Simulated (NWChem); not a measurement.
**GeH3F (fluorogermane) at 6 levels**

Aim: a comparison of 6 runs (HF/STO-3G, HF/3-21G, B3LYP/6-31G*, B2PLYP/aug-cc-pVDZ, wB97X/aug-cc-pVDZ) of GeH3F (fluorogermane). 

The calculation is run with NWChem 7.3.0.

1 further run of the same task is left out (set aside as unsound or not needed).

## (1) The molecule

The species is GeH3F (5 atoms), meant as a singlet with charge 0. As SMILES, `[F][GeH3]`. The coordinates come from a PBE0-D4/def2-TZVP relaxation.

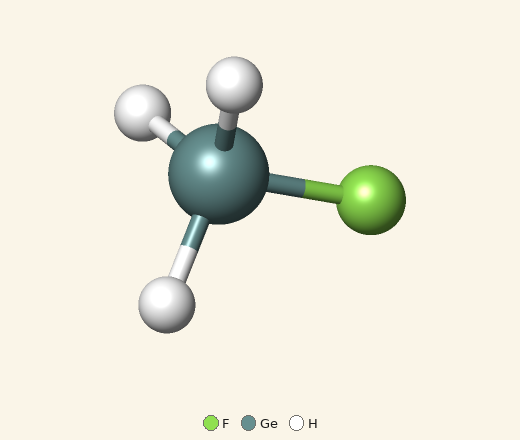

Viewed from a chosen angle; fluorine green, germanium teal, hydrogen white.

## (2) Energy and forces at HF/STO-3G (run 1)

Input file run.py:

```python
from ase import Atoms
from ase.calculators.nwchem import NWChem

molecule = Atoms('FGeHHH', positions=[
    [-1.046500, 0.474300, 1.162200],
    [0.068200, -0.041600, -0.072800],
    [1.331000, -0.512000, 0.658600],
    [-0.627800, -1.178000, -0.831200],
    [0.325100, 1.183600, -0.958100],
])

calc = NWChem(
    label='mymol',
    theory='scf',
    memory='2200 mb',
    basis='STO-3G',
    basispar='spherical bse',
    scf={'nopen': '0', 'rhf': None, 'thresh': '1e-08', 'maxiter': '80', 'print': 'low'},
)
molecule.calc = calc

forces = molecule.get_forces()
print("Total energy (eV):", round(molecule.get_potential_energy(), 6))
print("forces (eV/A):")
for s, f in zip(molecule.symbols, forces):
    print(f"{s:2s} {f[0]:10.5f} {f[1]:10.5f} {f[2]:10.5f}")
```

The run is started by

```bash
$ export ASE_NWCHEM_COMMAND="nwchem PREFIX.nwi > PREFIX.nwo"
$ python run.py
```

The log of the run:

```text
Total energy (eV): -58546.302018
forces (eV/A):
F     0.73914   -0.34149   -0.81926
Ge   -0.06572    0.02828    0.07374
H    -1.52261    0.55531   -1.11200
H     1.05086    1.43082    0.84517
H    -0.20168   -1.67286    1.01235
```

The calculator wrote mymol.nwi:

```
title "mymol"

permanent_dir mymol

scratch_dir mymol

start mymol

geometry units angstrom nocenter noautosym noautoz
  F  -1.0465000000000000e+00 4.7430000000000000e-01 1.1621999999999999e+00
  Ge 6.8199999999999997e-02 -4.1599999999999998e-02 -7.2800000000000004e-02
  H  1.3310000000000000e+00 -5.1200000000000001e-01 6.5859999999999996e-01
  H  -6.2780000000000002e-01 -1.1779999999999999e+00 -8.3120000000000005e-01
  H  3.2510000000000000e-01 1.1836000000000000e+00 -9.5809999999999995e-01
end

memory 2200 mb

basis spherical bse noprint
   * library STO-3G
end

scf
  nopen 0
  rhf
  thresh 1e-08
  maxiter 80
  print low
end

task scf gradient
```

mymol.nwo:

```text
Northwest Computational Chemistry Package (NWChem) 7.3.0
             --------------------------------------------------------

           Job information
           ---------------

    nwchem branch   = 7.3.0
    use scalapack   = T
    input           = mymol.nwi
    prefix          = mymol.
    data base       = mymol/mymol.db
    status          = startup
    nproc           =        1

           Memory information
           ------------------

[... 5 lines left out ...]
    hardfail = no
[... 103 lines left out ...]
       Final RHF  results
[... 3 lines left out ...]
      One-electron energy =  -3274.366356496319
[... 1 line left out ...]
 Nuclear repulsion energy =    126.699039113282
[... 6 lines left out ...]
                         RHF ENERGY GRADIENTS

    atom               coordinates                        gradient
                 x          y          z           x          y          z
   1 F      -1.977598   0.896297   2.196240   -0.014374   0.006641   0.015932
   2 Ge      0.128879  -0.078613  -0.137572    0.001278  -0.000550  -0.001434
   3 H       2.515225  -0.967540   1.244574    0.029610  -0.010799   0.021625
   4 H      -1.186370  -2.226097  -1.570740   -0.020436  -0.027825  -0.016436
   5 H       0.614350   2.236680  -1.810546    0.003922   0.032532  -0.019687

 Task  times  cpu:        1.2s     wall:        1.2s
 Total times  cpu:        1.2s     wall:        1.2s
```

Wall time 2.2 s (1 thread of Intel Xeon Platinum 8488C (Sapphire Rapids), shared host); peak memory 0.097 GiB.

## (3) Energy and gradient at HF/3-21G (run 2)

Input file fgeh3.nw:

```
start fgeh3
title "FGeH3"
memory stack 880 mb heap 220 mb global 1100 mb
geometry units angstrom noautosym nocenter noautoz
   F     -1.046500     0.474300     1.162200
   Ge     0.068200    -0.041600    -0.072800
   H      1.331000    -0.512000     0.658600
   H     -0.627800    -1.178000    -0.831200
   H      0.325100     1.183600    -0.958100
end
basis spherical bse
   * library 3-21G
end
scf
   thresh 1e-08
   maxiter 80
   print medium
end
task scf gradient
```

The run is started by

```bash
$ nwchem fgeh3.nw > fgeh3.out
```

The log of the run:

```text
[...]
  functions       =    37
[...]
  wavefunction    = RHF
[...]
         Total SCF energy =  -2166.001167020269
      One-electron energy =  -3276.903825590206
      Two-electron energy =    984.203619456655
 Nuclear repulsion energy =    126.699039113282
        Time for solution =      1.1s
[...]
                         RHF ENERGY GRADIENTS
    atom               coordinates                        gradient
                 x          y          z           x          y          z
   1 F      -1.977598   0.896297   2.196240   -0.016969   0.007842   0.018807
   2 Ge      0.128879  -0.078613  -0.137572    0.022171  -0.010227  -0.024572
   3 H       2.515225  -0.967540   1.244574   -0.000312   0.000301   0.003418
   4 H      -1.186370  -2.226097  -1.570740   -0.003139  -0.000671   0.001269
   5 H       0.614350   2.236680  -1.810546   -0.001751   0.002756   0.001078
[...]
```

Run time: 2 s. Hardware: 1 thread of Intel Xeon Platinum 8488C (Sapphire Rapids), shared host; peak memory 0.096 GiB.

Run 3 isn't shown in full; the table further down has it.

## (4) Energy and forces at B3LYP/6-31G(d) (Cartesian functions) (run 4)

Input file fgeh3.xyz:

```xyz
5
FGeH3
F     -1.046500     0.474300     1.162200
Ge     0.068200    -0.041600    -0.072800
H      1.331000    -0.512000     0.658600
H     -0.627800    -1.178000    -0.831200
H      0.325100     1.183600    -0.958100
```

Input file fgeh3.nw:

```
start fgeh3
title "FGeH3"
memory 2200 mb
charge 0
geometry noautosym nocenter noautoz
   load format xyz fgeh3.xyz
end
basis
   * library 6-31G*
end
dft
   xc b3lyp
   grid xfine
   convergence energy 1e-08
   iterations 100
   mulliken
end
task dft gradient
```

The run is started by

```bash
$ nwchem fgeh3.nw > fgeh3.out
```

The log of the run:

```text
[...]
          Wavefunction type:  closed shell.
          No. of atoms     :     5
          No. of electrons :    44
[...]
          Charge           :     0
          Spin multiplicity:     1
[...]
          AO basis - number of functions:    56
[...]
              XC Information
              --------------
                         B3LYP Method XC Potential
                     Hartree-Fock (Exact) Exchange  0.200
                        Slater Exchange Functional  0.800 local
                    Becke 1988 Exchange Functional  0.720 non-local
              Lee-Yang-Parr Correlation Functional  0.810
                  VWN I RPA Correlation Functional  0.190 local
[...]
 d= 0,ls=0.0,diis     1  -2178.3641301024 -2.31D+03  2.48D-02  1.24D+00     1.7
[...]
 d= 0,ls=0.0,diis    10  -2178.4255044979 -8.19D-10  3.34D-07  1.63D-09    12.4
         Total DFT energy =    -2178.425504497929
      One electron energy =    -3287.396714028122
           Coulomb energy =     1072.928285929071
    Exchange-Corr. energy =      -90.656115512161
 Nuclear repulsion energy =      126.699039113282
[...]
  wavefunction    = closed shell
                         DFT ENERGY GRADIENTS
    atom               coordinates                        gradient
                 x          y          z           x          y          z
   1 F      -1.977598   0.896297   2.196240    0.002856  -0.001332  -0.003159
   2 Ge      0.128879  -0.078613  -0.137572    0.001627  -0.000722  -0.001808
   3 H       2.515225  -0.967540   1.244574   -0.003577   0.001408  -0.000522
   4 H      -1.186370  -2.226097  -1.570740    0.000544   0.002799   0.002613
   5 H       0.614350   2.236680  -1.810546   -0.001450  -0.002154   0.002876
[...]
```

It took 16 s on 1 thread of Intel Xeon Platinum 8488C (Sapphire Rapids), shared host; peak memory 0.12 GiB.

Run 5 isn't shown in full; the table further down has it.

## (5) Energy and forces at wB97X/aug-cc-pVDZ (run 6)

Input file sp.nw:

```
start sp
memory total 2200 mb
geometry units angstrom noautosym nocenter noautoz
  F     -1.046500     0.474300     1.162200
  Ge     0.068200    -0.041600    -0.072800
  H      1.331000    -0.512000     0.658600
  H     -0.627800    -1.178000    -0.831200
  H      0.325100     1.183600    -0.958100
end
basis spherical bse
  * library aug-cc-pVDZ
end
dft
  xc wb97x
  grid xfine
  convergence energy 1e-08
  maxiter 100
  mulliken
end
task dft gradient
```

The run is started by

```bash
$ nwchem sp.nw > sp.out
```

The log of the run:

```text
[...]
          Wavefunction type:  closed shell.
          No. of atoms     :     5
          No. of electrons :    44
[...]
          Charge           :     0
          Spin multiplicity:     1
[...]
          AO basis - number of functions:    86
[...]
              XC Information
              --------------
                       wb97x  Method XC Functional
                     Hartree-Fock (Exact) Exchange  1.000
                         wb97x Exchange Functional  1.000
                      wb97x Correlation Functional  1.000
[...]
 d= 0,ls=0.0,diis     1  -2178.6133162220 -2.31D+03  1.11D-02  5.08D-01    11.8
[...]
 d= 0,ls=0.0,diis     8  -2178.6730196412 -2.64D-09  4.31D-07  2.63D-10    80.8
         Total DFT energy =    -2178.673019641162
      One electron energy =    -3287.048263522922
           Coulomb energy =     1072.293513108789
    Exchange-Corr. energy =      -90.617308340311
 Nuclear repulsion energy =      126.699039113282
[...]
  wavefunction    = closed shell
[...]
                         DFT ENERGY GRADIENTS
    atom               coordinates                        gradient
                 x          y          z           x          y          z
   1 F      -1.977598   0.896297   2.196240    0.008710  -0.004040  -0.009645
   2 Ge      0.128879  -0.078613  -0.137572   -0.009186   0.004283   0.010171
   3 H       2.515225  -0.967540   1.244574    0.000349  -0.000147   0.000029
   4 H      -1.186370  -2.226097  -1.570740   -0.000036  -0.000288  -0.000263
   5 H       0.614350   2.236680  -1.810546    0.000162   0.000192  -0.000293
[...]
```

Run time: 2 min. Hardware: 1 thread of Intel Xeon Platinum 8488C (Sapphire Rapids), shared host; peak memory 0.17 GiB.

## (6) All runs side by side

| run | level | iteration cap | module | energy (Eh) | largest force (eV/Å) | wall time |
| --- | --- | --- | --- | --- | --- | --- |
| 1 | HF/STO-3G | 80 | scf | -2151.536933 | 1.966 | 2.2 s |
| 2 | HF/3-21G | 80 | scf | -2166.001167 | 1.781 | 2 s |
| 3 | B3LYP/6-31G* (spherical functions) | 100 | dft | -2178.418654 | 0.313 | 14 s |
| 4 | B3LYP/6-31G* (Cartesian functions) | 100 | dft | -2178.425504 | 0.229 | 16 s |
| 5 | B2PLYP/aug-cc-pVDZ | 100 | dft | -2178.171550 | – | 59 s |
| 6 | wB97X/aug-cc-pVDZ | 100 | dft | -2178.673020 | 0.738 | 2 min |

## (7) Outcome

```
                       quantity           value
            run 6: total energy  -2178.67302 Eh
           run 6: dipole moment          2.26 D
             run 6: HOMO energy       -12.14 eV
             run 6: LUMO energy         1.10 eV
           run 6: HOMO–LUMO gap        13.24 eV
run 6: largest force on an atom      0.738 eV/Å
```

In words: Over runs 2, 3, 4, 6 the dipole moment (its size) runs from 2.08 D (B3LYP/6-31G*) to 2.52 D (HF/3-21G). The two ends differ in method and basis. Over runs 2, 3, 4, 6 the HOMO–LUMO gap runs from 8.91 eV (B3LYP/6-31G*) to 16.70 eV (HF/3-21G). Totals of different functionals can't be ranked against each other. In run 1 the basis is minimal, so the values are rough. All runs together took 3.5 min, the longest 2 min.
